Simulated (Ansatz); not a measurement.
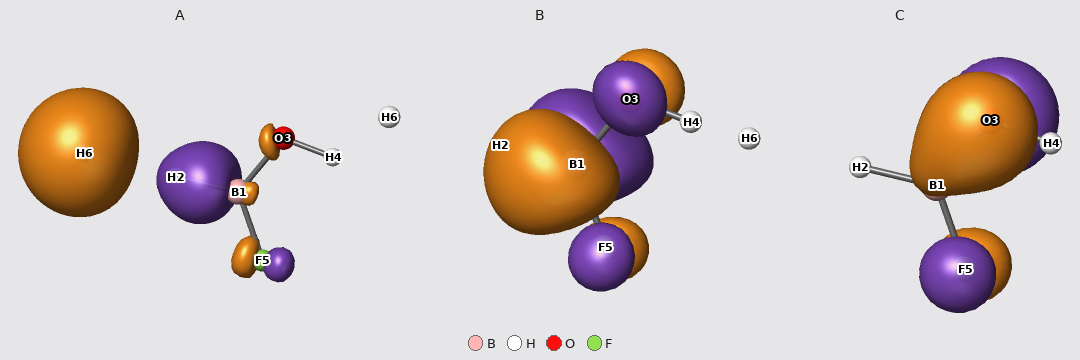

*BFH2O···H (doublet). Three frontier orbitals at ±0.15 Å⁻³ᐟ² (orange and purple are the two phases), in no order.*

Theory: UKS LDA/6-31G* in Ansatz 0.2.0.

```yaml
atoms:
  - { symbol: B, position_ang: [0.1070, -0.1706, 0.0411] }
  - { symbol: H, position_ang: [-0.0062, -0.0049, 1.2414] }
  - { symbol: O, position_ang: [1.3230, -0.4225, -0.4717] }
  - { symbol: H, position_ang: [1.2869, -0.5349, -1.4464] }
  - { symbol: F, position_ang: [-0.9614, -0.1000, -0.7440] }
  - { symbol: H, position_ang: [-0.1505, 0.2810, 2.9946] }
```

### Which picture is the HOMO−1, the HOMO and the LUMO? All are α orbitals.

C is the HOMO−1 (α) (−8.61 eV). By Hirshfeld shares it lies mainly on O3 (about 70 %) and F5 (about 15 %); it changes sign across the molecular plane (π type); π-antibonding (a node) across B1–F5. A is the HOMO (α) (−6.25 eV). By Hirshfeld shares it lies mainly on H6 (about 75 %), B1 (about 10 %) and H2 (about 10 %); it is symmetric in the molecular plane (an in-plane orbital: σ, lone-pair or in-plane π type). B is the LUMO (α) (−0.37 eV). By Hirshfeld shares it lies mainly on B1 (about 60 %), O3 (about 20 %), F5 (about 15 %) and H2 (about 5 %); it changes sign across the molecular plane (π type); π-antibonding (a node) across B1–O3.

### What is the gap between the highest occupied and lowest empty α orbitals?

5.88 eV between the orbital energies.
